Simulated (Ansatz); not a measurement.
# Two runs on CH$_{7}$NSi$_{2}$

System: CH$_{7}$NSi$_{2}$.
Method of the first run: RKS B2PLYP (frozen core)/def2-TZVPP (Ansatz 0.2.0).

The geometry comes from this level: PBE0-D4/def2-TZVP. Text and figures count atoms from 1; the logs count them from 0 in places.

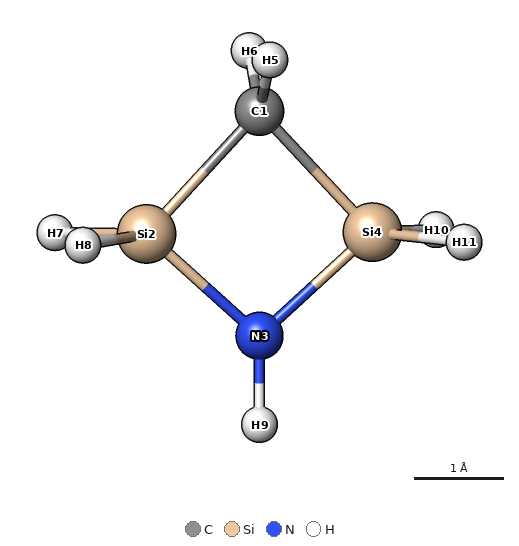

**Figure 1.** The structure as given in the input (ball-and-stick view, seen at a tilt; atoms are numbered from 1 in the order of the input). Bond lengths as drawn: C–H 1.09 Å, C–Si 1.89 Å, H–N 1.00 Å, H–Si 1.49 Å and N–Si 1.73 Å.

**Input file, the first run**
```yaml
crystal:
  periodic: [false, false, false]
  atoms:
    - {symbol: C, position_ang: [-1.086057, -0.097894, -0.506884]}
    - {symbol: Si, position_ang: [-0.346369, -0.297650, 1.215571]}
    - {symbol: N, position_ang: [1.209324, 0.097159, 0.562566]}
    - {symbol: Si, position_ang: [0.665858, 0.313564, -1.068473]}
    - {symbol: H, position_ang: [-1.806161, 0.714078, -0.608721]}
    - {symbol: H, position_ang: [-1.507417, -1.006657, -0.936815]}
    - {symbol: H, position_ang: [-0.447354, -1.665212, 1.800074]}
    - {symbol: H, position_ang: [-0.850944, 0.657133, 2.243132]}
    - {symbol: H, position_ang: [2.116815, 0.173730, 0.985214]}
    - {symbol: H, position_ang: [1.260540, -0.633945, -2.053690]}
    - {symbol: H, position_ang: [0.857266, 1.688594, -1.611372]}
basis:
  gaussian: {orbitals: def2-TZVPP}
hamiltonian: {xc: {name: B2PLYP}}
```

Launched with:
```bash
ansatz run in.yaml --threads 2 --pin off --events-out ev --progress --plain --max-ram 4352MiB
```

Hardware: 2 threads of Arm Neoverse V2, 23 GiB of memory available, shared host.

**Output (the first run)**
```
Functional definition: B2PLYP
  parameter a = 0.53
  parameter c = 0.27
  exchange = (1 - a)*b88_x + a*exact_x
  correlation = (1 - c)*lyp_c + c*(mp2_os + mp2_ss)
1394 factors; integrals over basis functions are off by at most 1.1e-3 eV
mean field evaluation 1: about -18377.0774 eV, gradient 6.2e1 eV
mean field evaluation 2: about -18377.2182 eV, gradient 6.2e1 eV
mean field evaluation 4: about -18384.7255 eV, gradient 6.2e0 eV
mean field evaluation 8: about -18384.8148 eV, gradient 4.1e-1 eV
mean field evaluation 16: about -18384.8152 eV, gradient 2.9e-5 eV
mean field -18384.81515855 eV, -675.6294954014 hartree, gradient 4.4e-6 eV, S^2 0.000000; 0 other end points of the search recorded, 0 dependent functions left out
12 core orbitals not correlated: weight in the atoms' cores, before any rotation towards them, 1.000 or more for the frozen orbitals, at most 0.000 for the correlated occupied ones
reference -18384.81533422 eV, -675.6295018570 hartree; 12, 12 occupied and 220, 220 virtual orbitals, 1394 factors
second order -20.76351067 eV of doubles, -0.00000000 eV of singles
Total energy: -18390.42148210 eV, -675.8355239916 hartree
```

The input of the second run differs as follows (lines with − go, lines with + come):
```diff
-hamiltonian: {xc: {name: B2PLYP}}
+hamiltonian: {xc: {name: PBE-QIDH}}
```

Predict how the results change.

The total energies belong to different methods, so their difference says nothing on which is more stable or more accurate. The functional changes from B2PLYP to PBE-QIDH.

**Output (the second run)**
```
Functional definition: PBE-QIDH
  parameter a = 3^(-1/3)
  parameter c = 1/3
  exchange = (1 - a)*pbe_x + a*exact_x
  correlation = (1 - c)*pbe_c + c*(mp2_os + mp2_ss)
1394 factors; integrals over basis functions are off by at most 1.1e-3 eV
mean field evaluation 1: about -18372.4211 eV, gradient 5.2e1 eV
mean field evaluation 2: about -18372.6063 eV, gradient 5.2e1 eV
mean field evaluation 4: about -18378.1360 eV, gradient 4.1e0 eV
mean field evaluation 8: about -18378.1864 eV, gradient 2.7e-1 eV
mean field evaluation 16: about -18378.1866 eV, gradient 3.5e-5 eV
mean field -18378.18656242 eV, -675.3858989868 hartree, gradient 5.6e-6 eV, S^2 0.000000; 0 other end points of the search recorded, 0 dependent functions left out
12 core orbitals not correlated: weight in the atoms' cores, before any rotation towards them, 1.000 or more for the frozen orbitals, at most 0.000 for the correlated occupied ones
reference -18378.18657610 eV, -675.3858994895 hartree; 12, 12 occupied and 220, 220 virtual orbitals, 1394 factors
second order -19.27393148 eV of doubles, -0.00000000 eV of singles
Total energy: -18384.61121993 eV, -675.6220007953 hartree
```

**The two runs side by side**

| quantity | the first run | the second run |
| --- | --- | --- |
| outcome | converged | converged |
| total energy (hartree) | −675.835524 | −675.622001 |
| basis functions | 244 | 244 |
| wall time (shared host) | 9 s | 9 s |
